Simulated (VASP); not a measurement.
# Te2Mo with BEEF-vdW: from relaxation to properties, part 3 of 4

What structure and properties does BEEF-vdW give Te2Mo, and how near are they to the measured ones? The start is a cell from a database of measured crystal structures.

VASP 6.6.1; BEEF-vdW; plane waves and PAW (Te, Mo_sv).

So far, gap on the k-mesh (eV): step 2 (full relaxation (BEEF-vdW)) 0.940; step 3 (second relaxation) 0.947; step 4 (density, ELF and potential (BEEF-vdW)) 0.947. The relaxed cell has a = 3.567, c = 14.503 Å (conventional setting).

**5. Bands along the symmetry lines (BEEF-vdW)**

The mesh alone shows little of the dispersion and can miss band extrema, so KPOINTS_OPT adds a path through the symmetry points after the self-consistent cycle.

Input file INCAR:

```
SYSTEM = Te2Mo
PREC = Accurate
ENCUT = 400
EDIFF = 1E-06
NELM = 100
ISMEAR = -1
SIGMA = 0.05
LREAL = .FALSE.
ALGO = Normal
GGA = BF
LUSE_VDW = .TRUE.
ZAB_VDW = -1.8867
LASPH = .TRUE.
NBANDS = 42
LORBIT = 11
LWAVE = .FALSE.
LCHARG = .FALSE.
KPAR = 2
```

Input file POSCAR:

```
Te2Mo
1.0
    3.5674050606      0.0000000000      0.0000000000
   -1.7837025304      3.0894634081      0.0000000000
    0.0000000000      0.0000000000     14.5031800421
Te Mo
4 2
Direct
    0.6666666667      0.3333333333      0.3751880715
    0.3333333333      0.6666666667      0.8751880715
    0.6666666667      0.3333333333      0.1248119285
    0.3333333333      0.6666666667      0.6248119285
    0.6666666667      0.3333333333      0.7500000000
    0.3333333333      0.6666666667      0.2500000000
```

Input file KPOINTS:

```
Automatic mesh
0
Gamma
6 6 2
0 0 0
```

Input file KPOINTS_OPT:

```
Line mode
16
Line-mode
Reciprocal
  0.00000000   0.00000000   0.00000000 GAMMA
  0.50000000   0.00000000   0.00000000 M

  0.50000000   0.00000000   0.00000000 M
  0.33333333   0.33333333   0.00000000 K

  0.33333333   0.33333333   0.00000000 K
  0.00000000   0.00000000   0.00000000 GAMMA

  0.00000000   0.00000000   0.00000000 GAMMA
  0.00000000   0.00000000   0.50000000 A

  0.00000000   0.00000000   0.50000000 A
  0.50000000   0.00000000   0.50000000 L

  0.50000000   0.00000000   0.50000000 L
  0.33333333   0.33333333   0.50000000 H

  0.33333333   0.33333333   0.50000000 H
  0.00000000   0.00000000   0.50000000 A

  0.50000000   0.00000000   0.50000000 L
  0.50000000   0.00000000   0.00000000 M

  0.33333333   0.33333333   0.00000000 K
  0.33333333   0.33333333   0.50000000 H
```

PAW data sets: Te and Mo_sv (PBE family, release 64).

Command:

```bash
$ mpirun -np 2 vasp_std
```

Output:

```text
[... set-up lines as in an earlier step ...]
 entering main loop
       N       E                     dE             d eps       ncg     rms          rms(c)
DAV:   1     0.333951777895E+03    0.33395E+03   -0.23443E+04  1408   0.894E+02
DAV:   2    -0.537655837508E+01   -0.33933E+03   -0.32307E+03  1460   0.247E+02
DAV:   3    -0.217613189673E+02   -0.16385E+02   -0.16103E+02  1390   0.485E+01
DAV:   4    -0.220826683374E+02   -0.32135E+00   -0.32106E+00  1374   0.680E+00
DAV:   5    -0.220917173331E+02   -0.90490E-02   -0.90485E-02  1472   0.106E+00    0.176E+01
DAV:   6    -0.216579675244E+02    0.43375E+00   -0.28444E+00  1228   0.828E+00    0.819E+00
DAV:   7    -0.217792743092E+02   -0.12131E+00   -0.29277E+00  1222   0.777E+00    0.533E+00
DAV:   8    -0.213386044274E+02    0.44067E+00   -0.75360E-01  1246   0.447E+00    0.182E+00
DAV:   9    -0.213499644135E+02   -0.11360E-01   -0.13372E-01  1350   0.143E+00    0.923E-01
DAV:  10    -0.213455073673E+02    0.44570E-02   -0.12560E-02  1256   0.569E-01    0.364E-01
DAV:  11    -0.213454342149E+02    0.73152E-04   -0.28276E-03  1338   0.227E-01    0.109E-01
DAV:  12    -0.213453295404E+02    0.10467E-03   -0.23460E-04  1324   0.697E-02    0.472E-02
DAV:  13    -0.213453360397E+02   -0.64994E-05   -0.53623E-05  1246   0.345E-02    0.260E-02
DAV:  14    -0.213453363743E+02   -0.33454E-06   -0.29987E-06  1232   0.668E-03
   1 F= -.21345336E+02 E0= -.21345329E+02  d E =-.151681E-04
 Start KPOINTS_OPT (optional k-point list driver)
k-point batch [1-14\144]
       N       E                     dE             ncg
DAV:   1    -0.125123992573E+04   -0.95170E+04     1408
DAV:   2    -0.604538998937E+04   -0.47942E+04     1444
DAV:   3    -0.626101159113E+04   -0.21562E+03     1382
DAV:   4    -0.626533469144E+04   -0.43231E+01     1440
DAV:   5    -0.626547190724E+04   -0.13722E+00     1440
DAV:   6    -0.626547479312E+04   -0.28859E-02     1468
DAV:   7    -0.626547493719E+04   -0.14406E-03     1430
DAV:   8    -0.626547494514E+04   -0.79550E-05     1020
DAV:   9    -0.626547494567E+04   -0.53045E-06      966
[...]
k-point batch [141-144\144]
       N       E                     dE             ncg
DAV:   1     0.163621407614E+05   -0.72299E+04      400
DAV:   2     0.150718840159E+05   -0.12903E+04      414
DAV:   3     0.150109955196E+05   -0.60888E+02      408
DAV:   4     0.150098784621E+05   -0.11171E+01      366
DAV:   5     0.150098458256E+05   -0.32637E-01      368
DAV:   6     0.150098446477E+05   -0.11779E-02      372
DAV:   7     0.150098445879E+05   -0.59744E-04      360
DAV:   8     0.150098445848E+05   -0.31888E-05      300
DAV:   9     0.150098445846E+05   -0.19202E-06      204
```

Elapsed: 5.3 min, on 2 MPI ranks of AMD EPYC 7R43, shared host; peak memory 1 GiB.

From OUTCAR (step 5):

```text
   k-points           NKPTS =     14   k-points in BZ     NKDIM =     14   number of bands    NBANDS=     42

   NELECT =      52.0000    total number of electrons

 E-fermi :   7.5216

 k-point     1 :       0.0000    0.0000    0.0000
  band No.  band energies     occupation
    ...
     22       6.1470      2.00000
     23       6.1470      2.00000
     24       6.2489      2.00000
     25       6.5814      2.00000
     26       7.0710      1.99976
     27       9.9187      0.00000
     28       9.9187      0.00000
     29      10.0051      0.00000
     30      10.0051      0.00000
     31      10.1318      0.00000
    ...

Total vdW correction in eV:      7.7901270

  Total       -0.0639163     -0.0639163      0.0518096      0.0000000      0.0000000      0.0000000
  in kB       -0.6406534     -0.6406534      0.5193049      0.0000000      0.0000000      0.0000000
  external PRESSURE =      -0.2540007 kB  Pullay stress =       0.0000000 kB

 POSITION                                       TOTAL-FORCE (eV/Angst)
 -----------------------------------------------------------------------------------
      1.78370      1.02982      5.44142         0.000000     -0.000000      0.001198
     -0.00000      2.05964     12.69301         0.000000     -0.000000      0.001198
      1.78370      1.02982      1.81017         0.000000      0.000000     -0.001198
     -0.00000      2.05964      9.06176         0.000000     -0.000000     -0.001198
      1.78370      1.02982     10.87739        -0.000000     -0.000000      0.000000
     -0.00000      2.05964      3.62580        -0.000000      0.000000      0.000000
 -----------------------------------------------------------------------------------
    total drift:                               -0.000000      0.000000     -0.000000

  FREE ENERGIE OF THE ION-ELECTRON SYSTEM (eV)
  ---------------------------------------------------
  free  energy   TOTEN  =       -21.3453363743 eV

  energy  without entropy=      -21.3453212061  energy(sigma->0) =      -21.34532879

Total vdW correction in eV:      7.7902091

[... 9 parts as in an earlier step ...]

[... 7 further parts left out ...]
```

Spin-orbit coupling is off here; with elements this heavy it splits and shifts levels by tenths of an eV or more.

Numbers from this step:

* SCF cycles: 14
* bands: 42
* pressure: -0.02540 GPa
* least gap on mesh and path: 0.8558 eV
* least direct gap on mesh and path: 0.9839 eV
* conduction bottom at k: 0.2, 0.2, 0

The electronic bands at the labelled points (eV, zero at the valence-band top; v1 is the highest filled band, c1 the lowest empty one):

| point | v4 | v3 | v2 | v1 | c1 | c2 | c3 | c4 |
| --- | --- | --- | --- | --- | --- | --- | --- | --- |
| Γ | -0.92 | -0.82 | -0.49 | 0.00 | 2.85 | 2.85 | 2.93 | 2.93 |
| M | -0.81 | -0.79 | -0.50 | -0.31 | 1.26 | 1.30 | 1.49 | 1.73 |
| K | -1.73 | -1.73 | -0.16 | 0.00 | 0.98 | 0.98 | 1.40 | 2.14 |
| Γ | -0.92 | -0.82 | -0.49 | 0.00 | 2.85 | 2.85 | 2.93 | 2.93 |
| A | -0.94 | -0.94 | -0.11 | -0.11 | 2.88 | 2.88 | 2.88 | 2.88 |
| L | -0.79 | -0.79 | -0.41 | -0.41 | 1.28 | 1.28 | 1.62 | 1.62 |
| H | -1.82 | -1.82 | -0.09 | -0.09 | 0.99 | 0.99 | 1.74 | 1.74 |
| A | -0.94 | -0.94 | -0.11 | -0.11 | 2.88 | 2.88 | 2.88 | 2.88 |
| jump to L | -0.79 | -0.79 | -0.41 | -0.41 | 1.28 | 1.28 | 1.62 | 1.62 |
| M | -0.81 | -0.79 | -0.50 | -0.31 | 1.26 | 1.30 | 1.49 | 1.73 |
| jump to K | -1.73 | -1.73 | -0.16 | 0.00 | 0.98 | 0.98 | 1.40 | 2.14 |
| H | -1.82 | -1.82 | -0.09 | -0.09 | 0.99 | 0.99 | 1.74 | 1.74 |

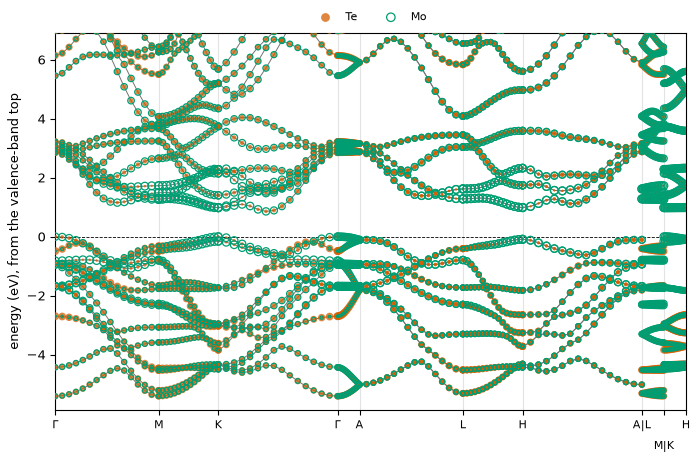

Electronic bands along the path; dots are coloured as in the legend, and their area grows with the weight.

The path lowers the gap by 0.09 eV against the mesh alone, so a band edge lies off the mesh.

**6. Density of states (BEEF-vdW)**

Here the states are counted by energy and projected on the atoms. The mesh is finer than in the run before.

Changes to INCAR since step 5:

```diff
@@ -5,3 +5,3 @@
 NELM = 100
-ISMEAR = -1
+ISMEAR = -5
 SIGMA = 0.05
@@ -18 +18,2 @@
 KPAR = 2
+NEDOS = 2001
```

POSCAR is that of step 5.

Input file KPOINTS:

```
Automatic mesh
0
Gamma
9 9 2
0 0 0
```

Command:

```bash
$ mpirun -np 2 vasp_std
```

Output:

```text
[... set-up lines as in an earlier step ...]
 entering main loop
       N       E                     dE             d eps       ncg     rms          rms(c)
DAV:   1     0.332073174495E+03    0.33207E+03   -0.23511E+04  2384   0.897E+02
DAV:   2    -0.543662444226E+01   -0.33751E+03   -0.32227E+03  2466   0.248E+02
DAV:   3    -0.217636017809E+02   -0.16327E+02   -0.16045E+02  2380   0.486E+01
DAV:   4    -0.220837213019E+02   -0.32012E+00   -0.31979E+00  2380   0.687E+00
DAV:   5    -0.220941102381E+02   -0.10389E-01   -0.10388E-01  2484   0.116E+00    0.176E+01
DAV:   6    -0.216599823963E+02    0.43413E+00   -0.27828E+00  2130   0.830E+00    0.818E+00
DAV:   7    -0.217827620772E+02   -0.12278E+00   -0.28212E+00  2080   0.779E+00    0.533E+00
DAV:   8    -0.213400629839E+02    0.44270E+00   -0.70823E-01  2102   0.448E+00    0.185E+00
DAV:   9    -0.213516037600E+02   -0.11541E-01   -0.13624E-01  2370   0.145E+00    0.918E-01
DAV:  10    -0.213471312441E+02    0.44725E-02   -0.12070E-02  2170   0.565E-01    0.374E-01
DAV:  11    -0.213470063785E+02    0.12487E-03   -0.30611E-03  2242   0.237E-01    0.109E-01
DAV:  12    -0.213469065426E+02    0.99836E-04   -0.23307E-04  2228   0.690E-02    0.485E-02
DAV:  13    -0.213469112485E+02   -0.47059E-05   -0.51618E-05  2178   0.339E-02    0.262E-02
DAV:  14    -0.213469113030E+02   -0.54500E-07   -0.31060E-06  2114   0.655E-03
   1 F= -.21346911E+02 E0= -.21346911E+02  d E =0.000000E+00
```

Elapsed: 2.4 min, on 2 MPI ranks; peak memory 1.1 GiB; 4.8 min of CPU time.

OUTCAR, selected parts (step 6):

```text
   k-points           NKPTS =     24   k-points in BZ     NKDIM =     24   number of bands    NBANDS=     42

   NELECT =      52.0000    total number of electrons

 E-fermi :   7.0780

 k-point     1 :       0.0000    0.0000    0.0000
  band No.  band energies     occupation
    ...
     22       6.1479      2.00000
     23       6.1479      2.00000
     24       6.2501      2.00000
     25       6.5815      2.00000
     26       7.0722      2.00000
     27       9.9190      0.00000
     28       9.9190      0.00000
     29      10.0053      0.00000
     30      10.0053      0.00000
     31      10.1316      0.00000
    ...

Total vdW correction in eV:      7.7900051

  Total       -0.0649894     -0.0649894      0.0500377      0.0000000     -0.0000000      0.0000000
  in kB       -0.6514104     -0.6514104      0.5015440      0.0000000     -0.0000000      0.0000000
  external PRESSURE =      -0.2670923 kB  Pullay stress =       0.0000000 kB

 POSITION                                       TOTAL-FORCE (eV/Angst)
 -----------------------------------------------------------------------------------
      1.78370      1.02982      5.44142         0.000000     -0.000000     -0.002931
     -0.00000      2.05964     12.69301         0.000000      0.000000     -0.002931
      1.78370      1.02982      1.81017         0.000000      0.000000      0.002931
     -0.00000      2.05964      9.06176         0.000000     -0.000000      0.002931
      1.78370      1.02982     10.87739         0.000000      0.000000      0.000000
     -0.00000      2.05964      3.62580        -0.000000      0.000000      0.000000
 -----------------------------------------------------------------------------------
    total drift:                               -0.000000      0.000000     -0.000000

  FREE ENERGIE OF THE ION-ELECTRON SYSTEM (eV)
  ---------------------------------------------------
  free  energy   TOTEN  =       -21.3469113030 eV

  energy  without entropy=      -21.3469113030  energy(sigma->0) =      -21.34691130

Total vdW correction in eV:      7.7900657

[... 7 parts as in an earlier step ...]

[... 9 further parts left out ...]
```

This step gave:

```yaml
irreducible_k_points: 24
fermi_energy: 7.078 eV
pressure: -0.02671 GPa
conduction_bottom_at_k: 0.2222, 0.2222, 0
gap_on_the_k_mesh: 0.9237 eV
least_direct_gap_on_the_k_mesh: 0.9860 eV
```

The density of states has structure finer than the step of the table below, so its rows give means over 1 eV, whole bins alone (the curve runs from -12.0 to 3.05 eV). Peaks (eV: height): total -4.3: 13.6, -1.6: 13.2, 1.3: 12.0, 1.7: 13.9; Mo d -1.6: 4.48, 1.3: 8.21, 1.6: 8.61, 2.2: 3.98; Te p -4.3: 4.25, -3.3: 2.37, -1.6: 3.74, -1.4: 3.19; Te s -10.7: 4.78, -10.4: 4.95; Te d -1.6: 0.127, -1.4: 0.132, 1.7: 0.234, 2.3: 0.230.

States under -12.0 eV and over 3.1 eV are left out. The density of states by energy, zero at the valence-band top; means over each step; values in states/eV/cell:

| energy (eV) | total | Mo d | Te p | Te s | Te d |
| --- | --- | --- | --- | --- | --- |
| -11 | 4.79 | 0.0977 | 0.0390 | 3.06 | 0.00222 |
| -10 | 1.78 | 0.0842 | 0.00769 | 1.21 | 6.3e-4 |
| -9 | 0 | 0 | 0 | 0 | 0 |
| -8 | 0 | 0 | 0 | 0 | 0 |
| -7 | 0 | 0 | 0 | 0 | 0 |
| -6 | 0 | 0 | 0 | 0 | 0 |
| -5 | 2.58 | 0.267 | 0.767 | 0.0300 | 0.0129 |
| -4 | 4.54 | 0.688 | 1.40 | 0.0739 | 0.0236 |
| -3 | 5.84 | 1.19 | 1.75 | 0.149 | 0.0489 |
| -2 | 6.41 | 2.12 | 1.82 | 0.0710 | 0.0632 |
| -1 | 6.27 | 2.32 | 1.59 | 0.0550 | 0.0668 |
| 0 | 2.44 | 1.13 | 0.514 | 0.0150 | 0.0160 |
| 1 | 3.18 | 2.06 | 0.291 | 0.0341 | 0.0364 |
| 2 | 7.43 | 3.94 | 1.24 | 0.111 | 0.151 |

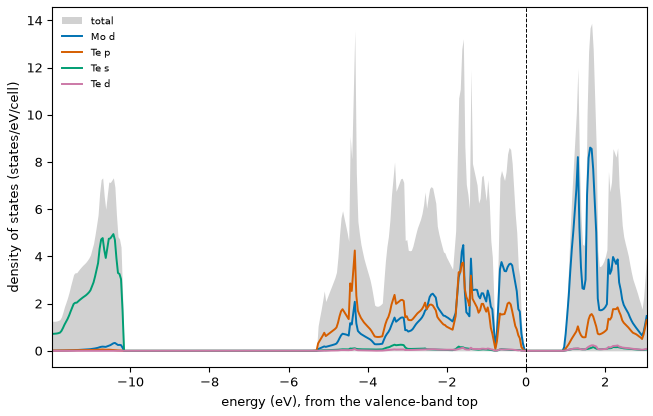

Density of states against energy.

The gap on this mesh is 0.92 eV, over the 0.86 eV of the band run, since this mesh misses a band edge. In the top eV of the valence band the largest shares in the PAW spheres are Mo d 45 % and Te p 22 %. The rest lies in smaller channels or between the spheres.

**7. Core-level energies (BEEF-vdW)**

Core levels shift with the potential at each site, so they tell like atoms on unlike sites apart.

Changes to INCAR since step 6:

```diff
@@ -5,3 +5,3 @@
 NELM = 100
-ISMEAR = -5
+ISMEAR = -1
 SIGMA = 0.05
@@ -13,3 +13,3 @@
 LASPH = .TRUE.
-NBANDS = 42
+NBANDS = 32
 LORBIT = 11
@@ -18,2 +18,2 @@
 KPAR = 2
-NEDOS = 2001
+ICORELEVEL = 1
```

POSCAR is that of step 6.

Input file KPOINTS:

```
Automatic mesh
0
Gamma
6 6 2
0 0 0
```

Command:

```bash
$ mpirun -np 2 vasp_std
```

Output:

```text
[... set-up lines as in an earlier step ...]
 entering main loop
       N       E                     dE             d eps       ncg     rms          rms(c)
DAV:   1     0.346417637372E+03    0.34642E+03   -0.24193E+04  1120   0.118E+03
DAV:   2    -0.287656929250E+01   -0.34929E+03   -0.34172E+03  1184   0.298E+02
DAV:   3    -0.215509238406E+02   -0.18674E+02   -0.18336E+02  1120   0.596E+01
DAV:   4    -0.220732288398E+02   -0.52230E+00   -0.52006E+00  1136   0.981E+00
DAV:   5    -0.220916804981E+02   -0.18452E-01   -0.18448E-01  1216   0.179E+00    0.177E+01
DAV:   6    -0.216584810403E+02    0.43320E+00   -0.48944E+00  1088   0.109E+01    0.826E+00
DAV:   7    -0.217659886245E+02   -0.10751E+00   -0.65000E+00  1008   0.101E+01    0.549E+00
DAV:   8    -0.213425785042E+02    0.42341E+00   -0.15873E+00  1064   0.563E+00    0.270E+00
DAV:   9    -0.213473235251E+02   -0.47450E-02   -0.19410E-01  1168   0.199E+00    0.903E-01
DAV:  10    -0.213449839333E+02    0.23396E-02   -0.21238E-02  1112   0.780E-01    0.324E-01
DAV:  11    -0.213454409470E+02   -0.45701E-03   -0.16351E-03  1208   0.221E-01    0.154E-01
DAV:  12    -0.213453403677E+02    0.10058E-03   -0.19521E-04  1040   0.763E-02    0.109E-01
DAV:  13    -0.213453345310E+02    0.58367E-05   -0.10964E-04  1104   0.573E-02    0.443E-02
DAV:  14    -0.213453368649E+02   -0.23339E-05   -0.45055E-06   960   0.971E-03    0.342E-02
DAV:  15    -0.213453359940E+02    0.87081E-06   -0.20524E-06   912   0.797E-03
   1 F= -.21345336E+02 E0= -.21345328E+02  d E =-.151694E-04
```

It took 2.1 min on 2 MPI ranks; peak memory 1 GiB; 4.3 min of CPU time.

Parts of OUTCAR (step 7):

```text
   NELECT =      52.0000    total number of electrons

 the core state eigenenergies are
   1-  1s -31608.0904  2s  -4835.6736  2p  -4339.0682  3s   -951.9257  3p   -790.5834
       3d   -546.8291  4s   -151.4977  4p   -101.5434  4d    -28.8799
   2-  1s -31608.0904  2s  -4835.6736  2p  -4339.0682  3s   -951.9257  3p   -790.5834
       3d   -546.8291  4s   -151.4977  4p   -101.5434  4d    -28.8799
   3-  1s -31608.0904  2s  -4835.6736  2p  -4339.0682  3s   -951.9257  3p   -790.5834
       3d   -546.8291  4s   -151.4977  4p   -101.5434  4d    -28.8799
   4-  1s -31608.0904  2s  -4835.6736  2p  -4339.0682  3s   -951.9257  3p   -790.5834
       3d   -546.8291  4s   -151.4977  4p   -101.5434  4d    -28.8799
   5-  1s -19807.5018  2s  -2787.6333  2p  -2490.6348  3s   -464.9827  3p   -367.6901
       3d   -209.4979
   6-  1s -19807.5018  2s  -2787.6333  2p  -2490.6348  3s   -464.9827  3p   -367.6901
       3d   -209.4979

 E-fermi :   7.5217

Total vdW correction in eV:      7.7901368

  Total       -0.0623494     -0.0623494      0.0477246      0.0000000      0.0000000     -0.0000000
  in kB       -0.6249487     -0.6249487      0.4783594      0.0000000      0.0000000     -0.0000000
  external PRESSURE =      -0.2571793 kB  Pullay stress =       0.0000000 kB

 POSITION                                       TOTAL-FORCE (eV/Angst)
 -----------------------------------------------------------------------------------
      1.78370      1.02982      5.44142        -0.000000      0.000000      0.001105
     -0.00000      2.05964     12.69301        -0.000000      0.000000      0.001105
      1.78370      1.02982      1.81017        -0.000000      0.000000     -0.001105
     -0.00000      2.05964      9.06176        -0.000000      0.000000     -0.001105
      1.78370      1.02982     10.87739        -0.000000      0.000000      0.000000
     -0.00000      2.05964      3.62580         0.000000     -0.000000      0.000000
 -----------------------------------------------------------------------------------
    total drift:                               -0.000000      0.000000     -0.000000

  FREE ENERGIE OF THE ION-ELECTRON SYSTEM (eV)
  ---------------------------------------------------
  free  energy   TOTEN  =       -21.3453359940 eV

  energy  without entropy=      -21.3453208246  energy(sigma->0) =      -21.34532841

Total vdW correction in eV:      7.7901757

[... 16 parts as in an earlier step ...]

[... 1 further part left out ...]
```

These are scalar-relativistic Kohn-Sham levels of the ground state, with no core hole, so they are not binding energies.

This step gave:

```yaml
scf_cycles: 15
bands: 32
irreducible_k_points: 14
fermi_energy: 7.522 eV
pressure: -0.02572 GPa
conduction_bottom_at_k: 0.1667, 0.1667, 0
gap_on_the_k_mesh: 0.9472 eV
least_direct_gap_on_the_k_mesh: 0.9839 eV
```

Kohn-Sham core levels. Core levels, by row, the first 40 of 48 rows:

| atom | shell | level below the valence-band top (eV) |
| --- | --- | --- |
| Te1 | 1s | 31615 |
| Te1 | 2s | 4843 |
| Te1 | 2p | 4346 |
| Te1 | 3s | 959 |
| Te1 | 3p | 797.7 |
| Te1 | 3d | 553.9 |
| Te1 | 4s | 158.6 |
| Te1 | 4p | 108.6 |
| Te1 | 4d | 35.95 |
| Te2 | 1s | 31615 |
| Te2 | 2s | 4843 |
| Te2 | 2p | 4346 |
| Te2 | 3s | 959 |
| Te2 | 3p | 797.7 |
| Te2 | 3d | 553.9 |
| Te2 | 4s | 158.6 |
| Te2 | 4p | 108.6 |
| Te2 | 4d | 35.95 |
| Te3 | 1s | 31615 |
| Te3 | 2s | 4843 |
| Te3 | 2p | 4346 |
| Te3 | 3s | 959 |
| Te3 | 3p | 797.7 |
| Te3 | 3d | 553.9 |
| Te3 | 4s | 158.6 |
| Te3 | 4p | 108.6 |
| Te3 | 4d | 35.95 |
| Te4 | 1s | 31615 |
| Te4 | 2s | 4843 |
| Te4 | 2p | 4346 |
| Te4 | 3s | 959 |
| Te4 | 3p | 797.7 |
| Te4 | 3d | 553.9 |
| Te4 | 4s | 158.6 |
| Te4 | 4p | 108.6 |
| Te4 | 4d | 35.95 |
| Mo5 | 1s | 19815 |
| Mo5 | 2s | 2795 |
| Mo5 | 2p | 2498 |
| Mo5 | 3s | 472.1 |

Atoms of one element give levels within 0.1 eV of each other.

[end of part 3 of 4]

[Lines on the potential files, build, host, timing and source positions are cut from VASP's logs without a mark.]

[Logs are printed without paths, hosts, clocks, repeated set-up lines and the standing remarks that a program may print on its own settings, such as how far it seeks lower states.]

[Hosts, paths, dates, database ids (printed as entryN), source tags and the programs' standing remarks are cut or masked in the printed files.]

[A measured line is paired with the nearest computed mode of its activity, which favours agreement.]

[In band tables of VASP the shares of atoms and orbitals are scaled to a sum of 1 inside the atoms' spheres.]
